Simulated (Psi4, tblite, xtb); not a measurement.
Intermolecular potential of CO ··· H3N (SMILES [C-]#[O+] and N). Monomers: optimised at B3LYP-D3(BJ) (def2-TZVP), held rigid. Orientation: a higher rigid-body minimum at GFN2-xTB (searched outside a hard wall at short contacts). The monomers approach along the line of their centres of mass (distance R); nothing else relaxes. The shortest distances reach bonding range, where SAPT0 and rigid monomers are unreliable.

Geometry at R = 2.49 Å (first 2 atoms: monomer A):
```
6

C      0.5625     0.0000     0.0000
O     -0.5625     0.0000     0.0000
N      0.9755    -2.1495     0.3696
H      1.0257    -2.6757    -0.4952
H      0.2087    -2.5314     0.9113
H      1.8293    -2.3326     0.8843
```

Levels: GFN1-xTB (xtb); GFN2-xTB (tblite); PBE-D3(BJ)/def2-TZVP, counterpoise-corrected (Psi4); PBE/def2-TZVP, counterpoise-corrected (Psi4); PBE0/def2-TZVP, counterpoise-corrected (Psi4).

Interaction energies in kcal/mol (negative: bound); R is the distance of the centres of mass, d the C1···N3 distance.

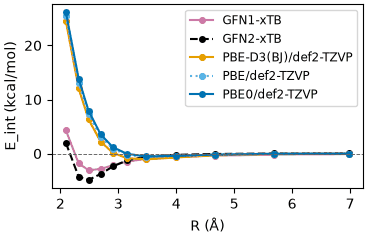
Fig. 1. Interaction energy against separation.

```csv
R / Å,d / Å,GFN1-xTB,GFN2-xTB,PBE-D3(BJ)/def2-TZVP,PBE/def2-TZVP,PBE0/def2-TZVP
2.10,1.85,4.29,1.95,24.45,25.39,26.14
2.32,2.06,-1.83,-4.29,12.06,13.04,13.84
2.49,2.22,-3.06,-4.87,6.32,7.25,7.93
2.70,2.42,-2.85,-3.77,2.21,3.06,3.54
2.91,2.63,-2.15,-2.38,0.14,0.89,1.20
3.15,2.86,-1.49,-1.27,-0.84,-0.21,-0.04
3.48,3.19,-0.98,-0.57,-1.07,-0.60,-0.53
4.00,3.70,-0.62,-0.23,-0.72,-0.45,-0.44
4.67,4.36,-0.38,-0.07,-0.31,-0.19,-0.20
5.69,5.38,-0.19,0.02,-0.06,-0.02,-0.04
6.98,6.66,-0.09,0.03,0.00,0.01,-0.01
```

Lowest grid point: GFN1-xTB -3.06 kcal/mol at R = 2.49 Å; GFN2-xTB -4.87 kcal/mol at R = 2.49 Å; PBE-D3(BJ)/def2-TZVP -1.07 kcal/mol at R = 3.48 Å; PBE/def2-TZVP -0.60 kcal/mol at R = 3.48 Å; PBE0/def2-TZVP -0.53 kcal/mol at R = 3.48 Å.
